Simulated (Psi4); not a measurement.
# SiH2O2F2 (SMILES O[Si](O)(F)F): wB97X-V/def2-SVP

Aim: the vertical singlet–triplet gap of SiH2O2F2 at wB97X-V/def2-SVP, from 2 runs. 

The calculation is run with Psi4 1.11.

## 1. The molecule

The species is SiH2O2F2 (7 atoms), meant as a singlet with charge 0. As SMILES, `O[Si](O)(F)F`. The shape is that of a PBE0-D4/def2-TZVP optimisation. This is one conformer, not always the lowest.

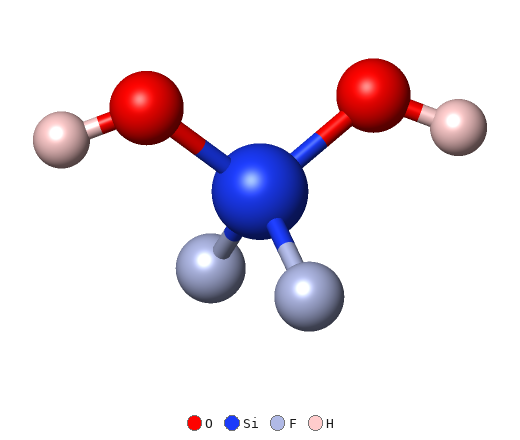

Viewed from a chosen angle; oxygen red, silicon blue, fluorine light blue, hydrogen pink.

## 2. A single-point energy at wB97X-V/def2-SVP

File f2h2o2si.xyz:

```xyz
7
F2H2O2Si
O     -1.123000     0.443800     0.890500
Si    -0.011100    -0.018100    -0.177300
O      1.321200    -0.386600     0.646700
F     -0.483500    -1.262700    -1.033600
F      0.238000     1.131800    -1.236100
H     -1.829300     1.022300     0.602200
H      1.948900    -0.998500     0.262000
```

File run.py:

```python
import psi4

psi4.set_memory(2200000000)
psi4.set_num_threads(1)
psi4.set_output_file('f2h2o2si.out', False)

with open('f2h2o2si.xyz') as f:
    atoms = ''.join(f.readlines()[2:])
mol = psi4.geometry('0 1\n' + atoms + 'symmetry c1')

psi4.set_options({
    'basis': 'def2-SVP',
    'reference': 'rks',
    'puream': True,
    'e_convergence': 1e-09,
    'd_convergence': 1e-08,
    'scf_type': 'pk',
    'dft_radial_points': 99,
    'dft_spherical_points': 590,
})

energy_value, wavefunction = psi4.energy("wb97x-v", molecule=mol, return_wfn=True)
print('E =', round(energy_value, 9))
for k, v in sorted(psi4.core.scalar_variables().items()):
    print(f'{k:45s} {v:18.10f}')
```

Run with:

```console
$ python run.py
```

f2h2o2si.out:

```text
[...]
  Running in c1 symmetry.
[...]
  Nuclear repulsion =  270.470000707396764
[...]
  Multiplicity = 1
[...]
  Nalpha       = 25
  Nbeta        = 25
[...]
    Number of basis functions: 84
[...]
   @RKS iter   1:  -640.27585091109574   -5.65326e-01   9.71263e-03 ADIIS/DIIS
[...]
   @RKS iter  11:  -640.51774567274560   -1.25056e-12   2.50010e-09 DIIS
[...]
    Orbital Energies [Eh]
    ---------------------
    Doubly Occupied:
       1A    -66.239187     2A    -24.761782     3A    -24.761716
       4A    -19.240373     5A    -19.240341     6A     -5.487313
       7A     -3.842590     8A     -3.842394     9A     -3.840605
      10A     -1.316895    11A     -1.292208    12A     -1.152467
      13A     -1.133974    14A     -0.724405    15A     -0.648273
      16A     -0.638295    17A     -0.611064    18A     -0.576872
      19A     -0.569318    20A     -0.549466    21A     -0.532141
      22A     -0.495940    23A     -0.481914    24A     -0.464343
      25A     -0.456415
[...]
  @RKS Final Energy:  -640.51774567274560
   => Energetics <=
    Nuclear Repulsion Energy =            270.4700007073967640
    One-Electron Energy =               -1426.7001064340297489
    Two-Electron Energy =                 559.1706743686273740
    DFT Exchange-Correlation Energy =     -43.6644027687246066
    Empirical Dispersion Energy =           0.0000000000000000
    VV10 Nonlocal Energy =                  0.2060884539844781
    Total Energy =                       -640.5177456727456047
[...]
 Multipole Moments:
 ------------------------------------------------------------------------------------
     Multipole            Electronic (a.u.)      Nuclear  (a.u.)        Total (a.u.)
 ------------------------------------------------------------------------------------
 L = 1.  Multiply by 2.5417464519 to convert [e a0] to [Debye]
 Dipole X            :         -0.3601711            0.3447560           -0.0154151
 Dipole Y            :         -0.1526472            0.1460807           -0.0065665
 Dipole Z            :         -3.0921650            2.9592576           -0.1329074
 Magnitude           :                                                    0.1339594
[...]
```

Standard output:

```text
E = -640.517745673
CURRENT ENERGY                                   -640.5177456727
CURRENT REFERENCE ENERGY                         -640.5177456727
DD SOLVATION ENERGY                                 0.0000000000
DFT FUNCTIONAL TOTAL ENERGY                      -640.5177456727
DFT TOTAL ENERGY                                 -640.5177456727
DFT VV10 ENERGY                                     0.2060884540
DFT XC ENERGY                                     -43.6644027687
GRID ELECTRONS ALPHA                               25.0000006669
GRID ELECTRONS BETA                                25.0000006669
GRID ELECTRONS TOTAL                               50.0000013338
NUCLEAR REPULSION ENERGY                          270.4700007074
ONE-ELECTRON ENERGY                             -1426.7001064340
PCM POLARIZATION ENERGY                             0.0000000000
PE ENERGY                                           0.0000000000
SCF ITERATION ENERGY                             -640.5177456727
SCF ITERATIONS                                     11.0000000000
SCF TOTAL ENERGY                                 -640.5177456727
TWO-ELECTRON ENERGY                               559.1706743686
XC GRID RADIAL POINTS                              99.0000000000
XC GRID SPHERICAL POINTS                          590.0000000000
XC GRID TOTAL POINTS                           390792.0000000000
```

It took 2.4 min on 1 thread of Intel Xeon Platinum 8259CL at 2.50GHz (Skylake/Cascade Lake), shared host; peak memory 1.1 GiB.

## 3. The triplet at the same level

f2h2o2si.xyz is that of step 2.

File run_ase.py:

```python
import numpy as np
from ase.calculators.psi4 import Psi4
from ase.io import read

atoms = read('f2h2o2si.xyz')
calc = Psi4(atoms=atoms, method='wb97x-v', basis='def2-SVP', memory='2200MB', num_threads=1, charge=0, multiplicity=3, label='calc', reference='uks')
calc.psi4.set_options({'puream': True, 'e_convergence': 1e-09, 'd_convergence': 1e-08, 'scf_type': 'pk', 'dft_radial_points': 99, 'dft_spherical_points': 590, 'maxiter': 100})
atoms.calc = calc

print(f'energy: {atoms.get_potential_energy():.6f} eV')
```

Run with:

```console
$ python run_ase.py
```

calc.dat:

```text
[...]
  Running in c1 symmetry.
[...]
  Nuclear repulsion =  270.470000707396764
[...]
  Multiplicity = 3
[...]
  Nalpha       = 26
  Nbeta        = 24
[...]
    Number of basis functions: 84
[...]
   @UKS iter   1:  -640.01155565705028   -3.01031e-01   7.37375e-03 ADIIS/DIIS
[...]
   @UKS iter  23:  -640.16422568271435   -4.54747e-13   8.03500e-09 DIIS
[...]
   @S^2 Observed:                2.010491249E+00
[...]
    Orbital Energies [Eh]
    ---------------------
    Alpha Occupied:
       1A    -66.263629     2A    -24.776775     3A    -24.776711
       4A    -19.343401     5A    -19.343338     6A     -5.514356
       7A     -3.868883     8A     -3.868623     9A     -3.867886
      10A     -1.333848    11A     -1.307273    12A     -1.245987
      13A     -1.231789    14A     -0.793068    15A     -0.715406
      16A     -0.676510    17A     -0.642997    18A     -0.616024
      19A     -0.601413    20A     -0.589762    21A     -0.581545
      22A     -0.567261    23A     -0.545414    24A     -0.545093
      25A     -0.533759    26A     -0.114774
    Alpha Virtual:
[...]
  @UKS Final Energy:  -640.16422568271435
   => Energetics <=
    Nuclear Repulsion Energy =            270.4700007073967640
    One-Electron Energy =               -1424.3866754229738945
    Two-Electron Energy =                 557.1049283839577129
    DFT Exchange-Correlation Energy =     -43.5574660904002471
    Empirical Dispersion Energy =           0.0000000000000000
    VV10 Nonlocal Energy =                  0.2049867393052066
    Total Energy =                       -640.1642256827143456
[...]
 Multipole Moments:
 ------------------------------------------------------------------------------------
     Multipole            Electronic (a.u.)      Nuclear  (a.u.)        Total (a.u.)
 ------------------------------------------------------------------------------------
 L = 1.  Multiply by 2.5417464519 to convert [e a0] to [Debye]
 Dipole X            :         -0.3095067            0.3447560            0.0352493
 Dipole Y            :         -0.1308717            0.1460807            0.0152090
 Dipole Z            :         -2.6540970            2.9592576            0.3051605
 Magnitude           :                                                    0.3075659
[...]
```

Standard output:

```text
energy: -17419.755864 eV
```

Wall time 4.9 min (1 thread of Intel Xeon Platinum 8259CL at 2.50GHz (Skylake/Cascade Lake), shared host); peak memory 1.1 GiB.

## 4. Results

Level: wB97X-V/def2-SVP.

```
                                        quantity          value
                           singlet: total energy  -640.51775 Eh
                          singlet: dipole moment         0.34 D
                            singlet: HOMO energy      -12.42 eV
                            singlet: LUMO energy        3.00 eV
                          singlet: HOMO–LUMO gap       15.42 eV
                           triplet: total energy  -640.16423 Eh
                          triplet: dipole moment         0.78 D
     triplet: HOMO energy (highest over α and β)       -3.12 eV
                                   triplet: ⟨S²⟩          2.010
vertical energy of the triplet above the singlet       9.620 eV
```

At this shape the triplet lies 9.62 eV (928 kJ/mol) above the singlet.
